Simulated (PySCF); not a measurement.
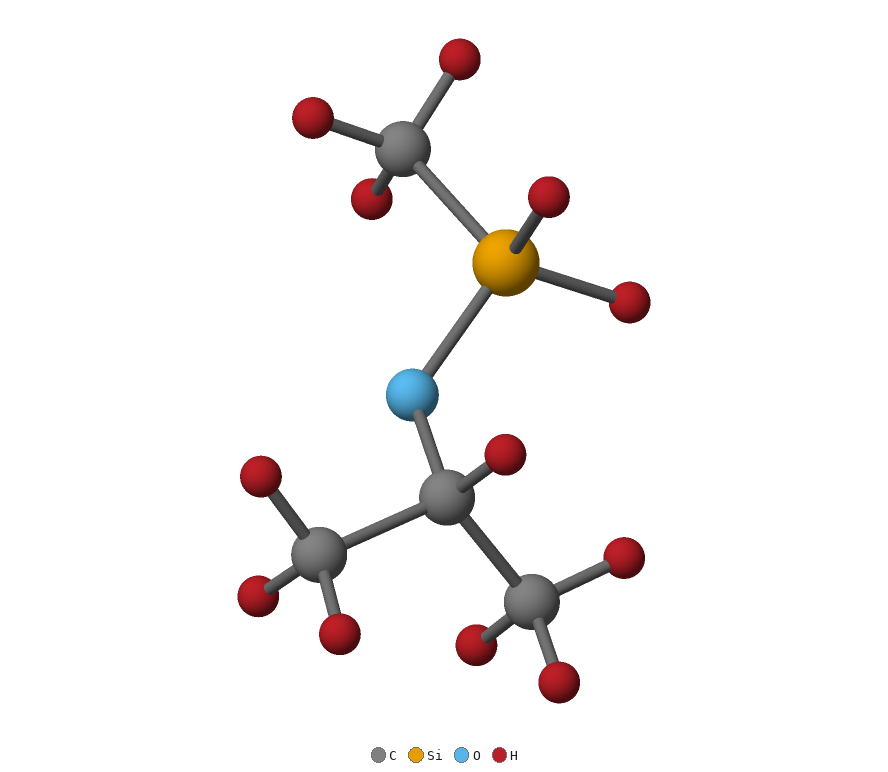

The picture comes from a calculation with PySCF.

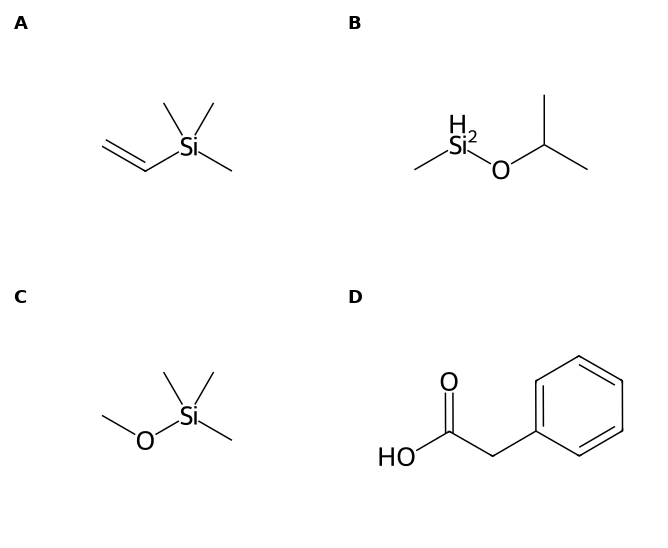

The first picture shows one of the molecules drawn in the second. Which?

B, `C[SiH2]OC(C)C`.
